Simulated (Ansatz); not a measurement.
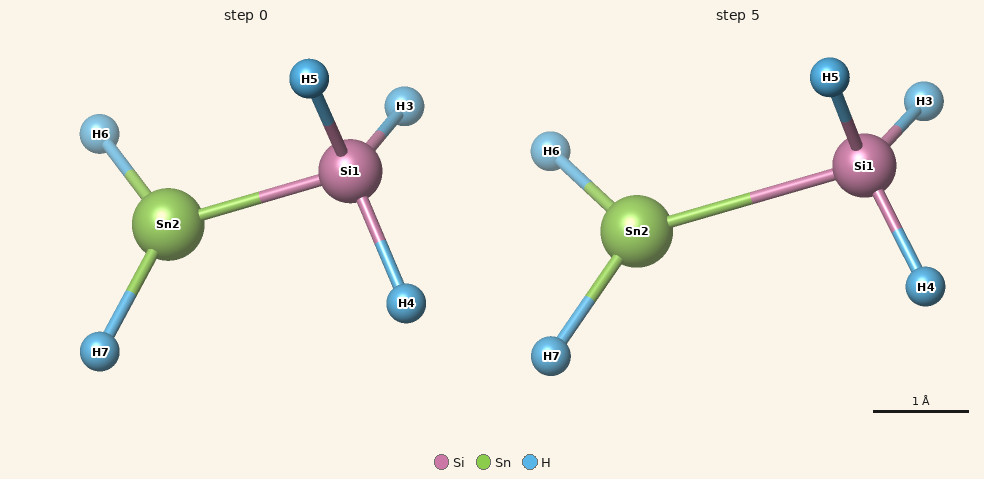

The structure of SnSiH5 (charge +1) before (left) and after (right) a relaxation, at one scale.

The picture is a ball-and-stick view, seen from a free direction.

It is one of the separated reactants of a reaction.

All numbers below come from Ansatz, RKS PBE-D4/def2-SVP. (force threshold 0.03 eV/Å; at most 250 steps)

Summarise the run.

Answer. After 5 geometry steps the energy has fallen by 2.124 eV. The largest force component goes from 6.1 to 0.012 eV/Å. The largest moves after the best rigid fit, 0.47 Å, are those of H6 and H7. Largest moves by element: H 0.47 Å, Sn 0.27 Å, Si 0.25 Å. Near-neighbour distances that change, for instance: Si1–Sn2 2.100 → 2.620 Å, Si1–H5 1.589 → 1.501 Å, Si1–H3 1.571 → 1.494 Å, Sn2–H6 1.702 → 1.726 Å. Among the angles between lasting bonds that change: H6–Sn2–H7 125.6° → 111.3°, Si1–Sn2–H6 117.3° → 124.4°, Sn2–Si1–H3 101.1° → 105.2°. The run took 3.5 s on 2 threads of Intel Xeon Platinum 8488C, with other jobs on the host.
